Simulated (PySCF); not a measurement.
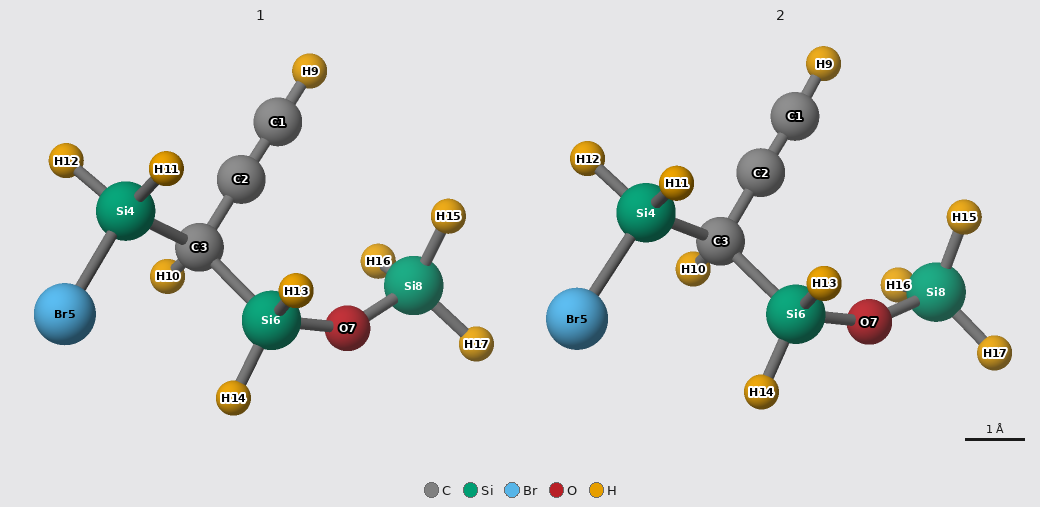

Two geometries of C₃H₉BrOSi₃, drawn at one scale. One is the start of a relaxation, the other its converged end. A ball-and-stick model, seen at a tilt.

Theory: PySCF, PBE0-D3(BJ)/def2-SVP geometry optimisation, gas phase. 

Q: Which geometry has the lower energy?

A: Structure 1 is the relaxed one. The start comes from GFN2-xTB. Its atoms were then displaced at random by about 0.01 Å. Over 7 geometry steps the energy falls by 7.61 kcal/mol. The atom that moves furthest after the best rigid fit is H16 (0.41 Å). By element the largest moves are H 0.41 Å, Br 0.36 Å, Si 0.14 Å, C 0.13 Å, O 0.11 Å. Some distances before and after: C3–Si4 1.848 → 1.889 Å, Si8–H15 1.453 → 1.493 Å, C1–C2 1.180 → 1.214 Å, Si6–H13 1.460 → 1.492 Å. Among the angles between lasting bonds that change: Si6–O7–Si8 156.9° → 149.0°, C3–Si4–H11 115.4° → 109.7°, H16–Si8–H17 114.0° → 109.0°. The run took 2.1 min on 1 thread of AMD EPYC 7R13 Processor, with other jobs on the host.
